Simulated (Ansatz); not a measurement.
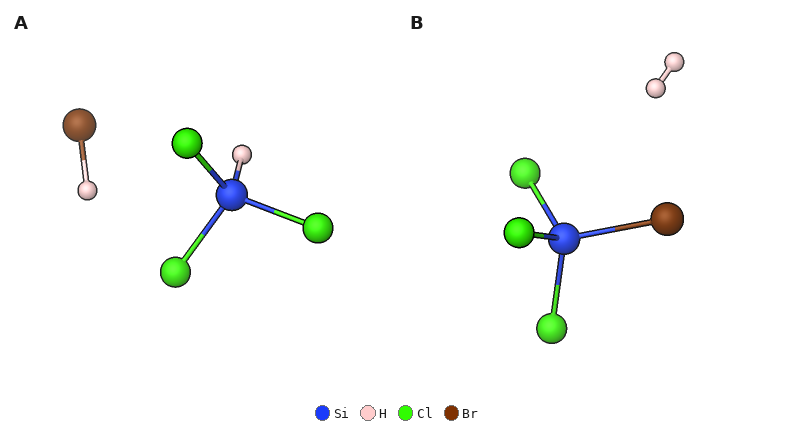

2 stationary structures of one formula. Geometries: PBE0-D4/def2-TZVP. Electronic energies: CCSD(T)/CBS (MP2 limit from def2-TZVPP and def2-QZVPP plus CCSD(T) − MP2) (Ansatz 0.2.0), without zero-point energy. No frequency run is at hand to confirm each as a minimum. Each is one conformer, not always the lowest.

Which is lowest in energy, and by how much?

B is lowest; A lies 13.9 kcal/mol above it (C1, a minimum).

Give E(B) − E(A) in kcal/mol at these levels too: B97M-V/def2-TZVPP; SPW92 (LDA)/def2-TZVPP; PBE0-D4/def2-TZVP; RHF/STO-3G; r2SCAN-D4/def2-TZVPP; PBE-QIDH (frozen core)/def2-TZVPP; PBE0-D4/def2-TZVPP; RHF-CCSD(T) (frozen core)/def2-TZVPP.

```json
{"level": "B97M-V/def2-TZVPP", "E(B) − E(A) (kcal/mol)": "−13.3"}
{"level": "SPW92 (LDA)/def2-TZVPP", "E(B) − E(A) (kcal/mol)": "−12.3"}
{"level": "PBE0-D4/def2-TZVP", "E(B) − E(A) (kcal/mol)": "−14.2"}
{"level": "RHF/STO-3G", "E(B) − E(A) (kcal/mol)": "−12.6"}
{"level": "r2SCAN-D4/def2-TZVPP", "E(B) − E(A) (kcal/mol)": "−14.5"}
{"level": "PBE-QIDH (frozen core)/def2-TZVPP", "E(B) − E(A) (kcal/mol)": "−14.1"}
{"level": "PBE0-D4/def2-TZVPP", "E(B) − E(A) (kcal/mol)": "−13.7"}
{"level": "RHF-CCSD(T) (frozen core)/def2-TZVPP", "E(B) − E(A) (kcal/mol)": "−12.3"}
```
